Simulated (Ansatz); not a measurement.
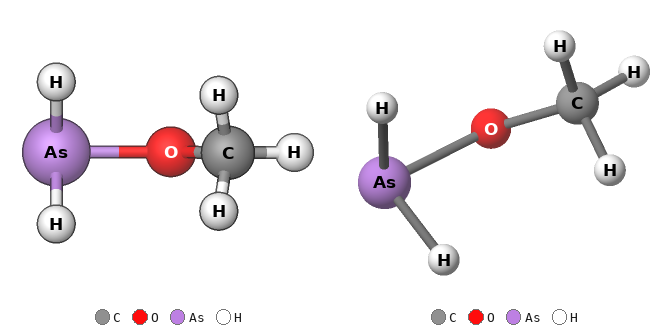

The same structure drawn twice, from different directions.

Description:

The molecule is CH₅AsO. Its SMILES string is `CO[AsH2]`. It has no ring. The point group is Cs. Coordination: 1 C tetrahedral; 1 O bent; 1 As trigonal pyramidal.

The parts below concern this one geometry. Atoms keep their numbers from picture to picture. The geometry was computed by an optimisation with PBE0-D4/def2-TZVP.

Shape

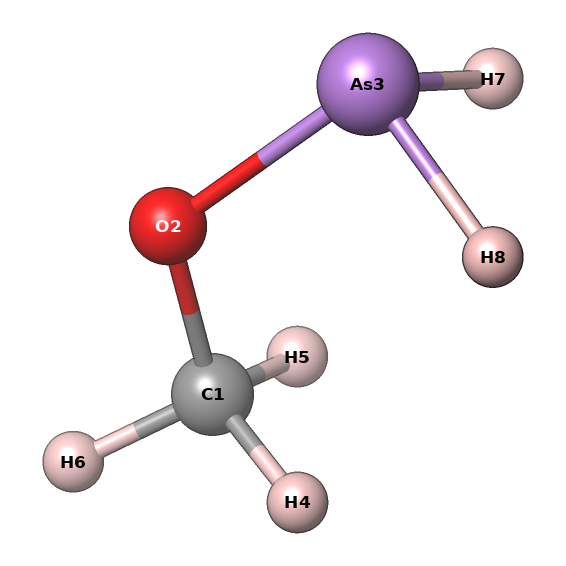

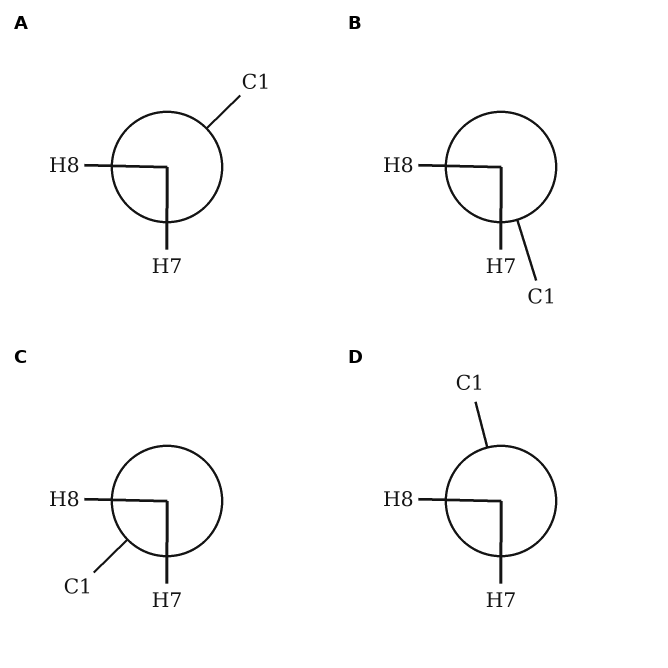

Atoms fade into the background with distance from the viewer. Bonds that would overlap in a projection are set slightly apart.

Which Newman projection shows the view along As3–O2, with As3 in front?

C. The torsion angle H7–As3–O2–C1 is 46°, synclinal (gauche).

Vibrations

Harmonic vibrations computed with RKS PBE0-D4/def2-TZVP (Ansatz 0.2.0) at a stationary point of the same level.

How many vibrational modes are there, and where do they lie?

18 modes: 182, 222, 287, 622, 799, 847, 1008, 1112, 1176, 1193, 1467, 1481, 1492, 2132, 2137, 2998, 3056, 3111 cm⁻¹.

Electronic properties

Properties computed with RKS PBE0-D4/def2-QZVPP (Ansatz 0.2.0).

Give the dispersion correction at this level.

−10.4 kJ/mol.

What is the LUMO energy (Kohn–Sham orbital)?

−0.53 eV.

Give the HOMO energy (Kohn–Sham orbital) at this level.

−7.83 eV.

Charges

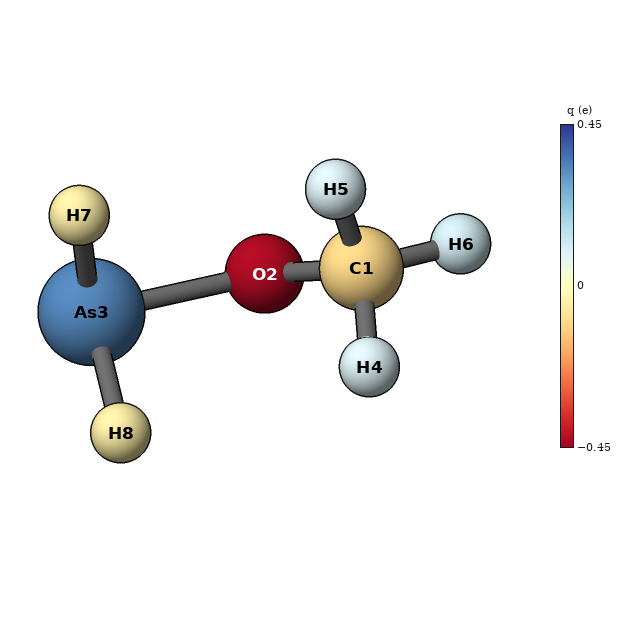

Atoms are coloured by their Mulliken charges. Properties computed with RKS B3LYP-D4/def2-TZVPP (Ansatz 0.2.0).

List the Mulliken charges.

```tsv
atom	value (e)
C1	−0.10
O2	−0.42
As3	0.32
H4	0.09
H5	0.09
H6	0.11
H7	−0.04
H8	−0.04
```

Mulliken values depend strongly on the basis set and can even reverse the polarity of a bond.
